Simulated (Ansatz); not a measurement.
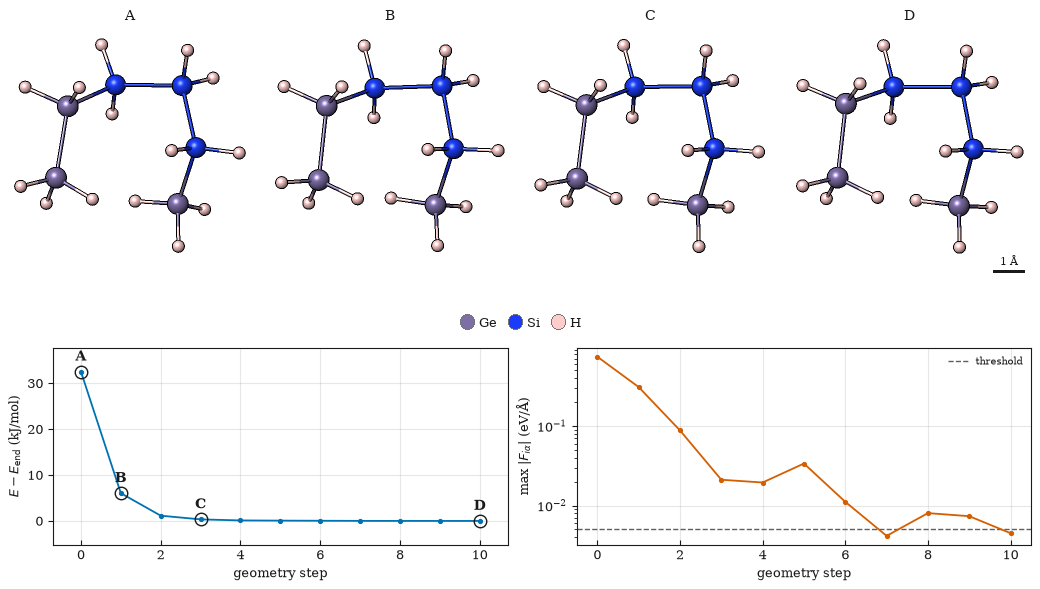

Frames of a relaxation of Ge$_{3}$Si$_{3}$H$_{14}$, marked on the history of the run. Style: ball-and-stick. Shown at a tilt.

The start comes from GFN2-xTB.

These are results of RKS PBE0-D4/def2-TZVP in Ansatz 0.2.0, not measurements. Settings: force threshold 0.005 eV/Å; at most 150 steps.

Q: What happens along the run?

A: The largest move after the best rigid fit is that of an H atom, 0.23 Å. By element the largest moves are H 0.23 Å, Ge 0.17 Å, Si 0.10 Å. Among the contacts that change: Ge–Ge 2.382 → 2.425 Å, Ge–Si 2.341 → 2.381 Å, Ge–H 1.505 → 1.539 Å, Ge–Si 2.359 → 2.384 Å. Bond angles that change, for instance: Si–Ge–Ge 121.5° → 113.1°, H–Ge–H 99.3° → 107.3°, Si–Ge–H 117.9° → 111.6°. The energy falls by 32.5 kJ/mol in 10 geometry steps. Largest force component: 0.74 eV/Å at the start, 0.0045 eV/Å at the end. The forces were under the threshold at step 7, but the run went on from there. The run took about 29 s of wall time on a shared GPU. From step 0 to 1: an H atom moves most (0.17 Å), energy −26.5 kJ/mol. From step 1 to 3: an H atom moves most (0.11 Å), energy −5.71 kJ/mol. From step 3 to 10: an H atom moves most (0.12 Å), energy −0.34 kJ/mol.

| step | E − E(0), kJ/mol | largest force component, eV/Å |
| --- | --- | --- |
| 0 | 0.00 | 0.7421 |
| 1 | -26.49 | 0.3086 |
| 2 | -31.39 | 0.0880 |
| 3 | -32.20 | 0.0211 |
| 4 | -32.42 | 0.0195 |
| 5 | -32.47 | 0.0337 |
| 6 | -32.50 | 0.0111 |
| 7 | -32.52 | 0.0042 |
| 8 | -32.53 | 0.0080 |
| 9 | -32.54 | 0.0073 |
| 10 | -32.54 | 0.0045 |
